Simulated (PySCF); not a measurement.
## NMR shielding calculation, with input and output: C₈H₁₁BS

- system: C₈H₁₁BS
- method: GIAO PBE0/pcSseg-1 NMR shielding, non-relativistic, IEF-PCM cyclohexane (PySCF 2.14.0)

The geometry comes from this level: PBE0-D3(BJ)/def2-SVP. It belongs to a series of runs on one base structure; here: solvent cyclohexane. Figures and captions count atoms from 1; the log counts them from 0 in places.

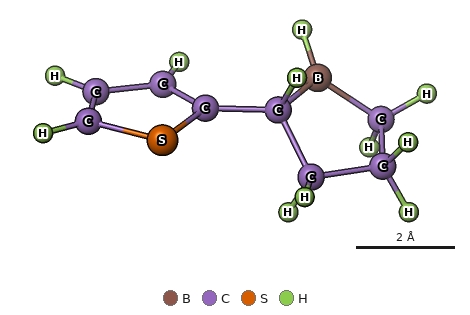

*The structure as given in the input (ball-and-stick view, seen at a tilt).*

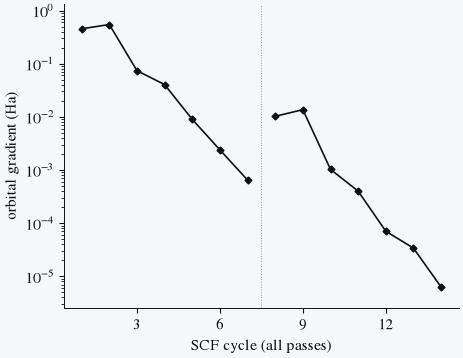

*Convergence of the self-consistent field: orbital gradient against the SCF cycle. The dotted line marks the change from a coarse to the final integration grid.*

The first 7 cycles use a coarse grid, the final grid takes over at cycle 8, and the field converges after 14 cycles in all.

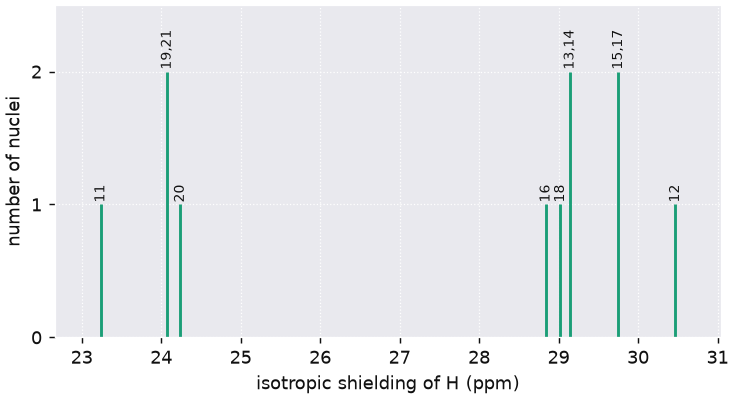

*Isotropic shieldings of the hydrogen nuclei in this fixed geometry, labelled by atom number; shielding grows to the right, so chemical shift grows to the left.*

The least shielded is H11 (23.2 ppm), the most shielded H12 (30.5 ppm).

The input that produced these results follows, with the program's output.

Input:
```
{"job": {"kind": "nmr", "xc": "PBE0", "basis": "pcSseg-1", "solvent": "cyclohexane", "pop": false}, "charge": 0, "multiplicity": 1}
B     -1.031014     0.897201     1.161912
C     -2.517902     0.453077     0.966409
C     -2.642678     0.136058    -0.530745
C     -1.248632    -0.326682    -0.954812
C     -0.273786     0.583445    -0.178486
C      1.164199     0.192420    -0.173161
C      2.004075    -0.029909     0.891374
C      3.322797    -0.402919     0.504685
C      3.472834    -0.466111    -0.854415
S      2.011260    -0.069983    -1.664663
H     -0.550421     1.399738     2.150696
H     -2.555389    -0.492152     1.554239
H     -3.308890     1.089057     1.391916
H     -3.424155    -0.602912    -0.767142
H     -2.906054     1.057970    -1.078351
H     -1.096076    -0.297175    -2.045765
H     -1.079620    -1.371229    -0.639707
H     -0.366597     1.603540    -0.633690
H      1.678850     0.077719     1.926994
H      4.128267    -0.620378     1.207591
H      4.363573    -0.729958    -1.423019
```

The first line tells a small driver script what to run in PySCF; the rest is the geometry in Å.

Run as:
```bash
OMP_NUM_THREADS=1 python <driver script> task.json out
```

The program's output:
```
coarse grid: 18224 points
cycle   1  E = -733.7693526308  dE =  1.518e+00  |g| = 4.537e-01  |ddm| = 4.419e+00
cycle   2  E = -733.7472312702  dE =  2.212e-02  |g| = 5.451e-01  |ddm| = 1.019e+00
cycle   3  E = -733.8256627487  dE = -7.843e-02  |g| = 7.387e-02  |ddm| = 6.204e-01
cycle   4  E = -733.8268148136  dE = -1.152e-03  |g| = 4.038e-02  |ddm| = 1.312e-01
cycle   5  E = -733.8272351655  dE = -4.204e-04  |g| = 8.957e-03  |ddm| = 4.700e-02
cycle   6  E = -733.8272537963  dE = -1.863e-05  |g| = 2.392e-03  |ddm| = 1.129e-02
cycle   7  E = -733.8272549514  dE = -1.155e-06  |g| = 6.467e-04  |ddm| = 2.637e-03
final grid: 171712 points
cycle   8  E = -733.8891827034  dE = -4.289e-05  |g| = 1.023e-02  |ddm| = 4.547e-02
cycle   9  E = -733.8891608012  dE =  2.190e-05  |g| = 1.365e-02  |ddm| = 2.439e-02
cycle  10  E = -733.8892103929  dE = -4.959e-05  |g| = 1.027e-03  |ddm| = 1.541e-02
cycle  11  E = -733.8892106643  dE = -2.714e-07  |g| = 4.002e-04  |ddm| = 1.629e-03
cycle  12  E = -733.8892107048  dE = -4.054e-08  |g| = 7.048e-05  |ddm| = 4.208e-04
cycle  13  E = -733.8892107058  dE = -9.529e-10  |g| = 3.392e-05  |ddm| = 1.030e-04
cycle  14  E = -733.8892107060  dE = -2.608e-10  |g| = 6.290e-06  |ddm| = 3.439e-05
converged SCF energy = -733.8892107060

GIAO shielding tensors (ppm)
atom      isotropic    diamagn.    paramagn.     s11        s22        s33       span
  0 B       13.022     190.038    -177.016    -54.456    -16.930    110.452    164.908
  1 C      149.854     257.324    -107.470    133.020    148.808    167.734     34.714
  2 C      155.940     247.958     -92.018    132.378    162.059    173.383     41.005
  3 C      145.281     247.988    -102.707    114.456    152.153    169.234     54.779
  4 C      133.529     248.826    -115.297    107.344    139.247    153.995     46.652
  5 C       29.656     258.299    -228.643    -47.501     15.387    121.083    168.584
  6 C       54.682     249.530    -194.848    -23.458     46.490    141.013    164.471
  7 C       53.396     254.912    -201.516    -29.739     41.795    148.131    177.870
  8 C       51.937     265.442    -213.505    -41.630     56.053    141.388    183.017
  9 S      270.126    1057.614    -787.487    124.270    285.345    400.764    276.494
 10 H       23.237      30.170      -6.933     18.582     24.372     26.757      8.175
 11 H       30.467      30.480      -0.013     25.754     28.369     37.278     11.524
 12 H       29.119      28.843       0.276     24.467     27.539     35.351     10.884
 13 H       29.163      28.686       0.477     24.079     27.271     36.138     12.059
 14 H       29.732      29.709       0.023     24.762     28.311     36.123     11.361
 15 H       28.839      30.889      -2.051     22.932     29.525     34.059     11.126
 16 H       29.769      31.933      -2.164     25.304     30.543     33.460      8.156
 17 H       29.021      30.370      -1.349     23.779     30.243     33.040      9.261
 18 H       24.063      32.409      -8.346     20.312     24.232     27.644      7.333
 19 H       24.237      29.084      -4.847     21.120     24.281     27.311      6.191
 20 H       24.083      29.993      -5.911     21.115     24.142     26.991      5.876
```

Summary:

```csv
quantity,value
outcome,converged
total energy,−733.889211 hartree
HOMO,−6.56 eV
LUMO,−0.85 eV
dipole moment,0.92 D
"isotropic shielding, B",13.0 ppm
"isotropic shielding, C",29.7 to 155.9 ppm
"isotropic shielding, S",270.1 ppm
"isotropic shielding, H",23.2 to 30.5 ppm
hardware,"1 CPU thread, shared host"
wall time,42 s
peak memory,1.2 GiB
```
